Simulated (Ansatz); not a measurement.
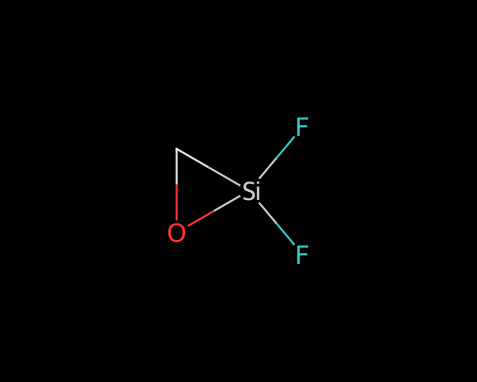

The drawing above gives the connectivity. The geometry was computed by an optimisation with PBE0-D4/def2-TZVP.

What does the molecule look like in three dimensions?

Formula CH₂F₂OSi. As SMILES it reads `F[Si]1(F)CO1`. Independent rings (smallest set): 1 of 3 members. Among its groups: Si–O bond. The point group is Cs.

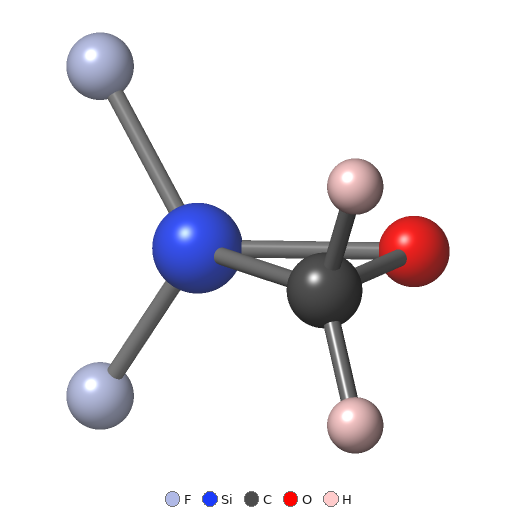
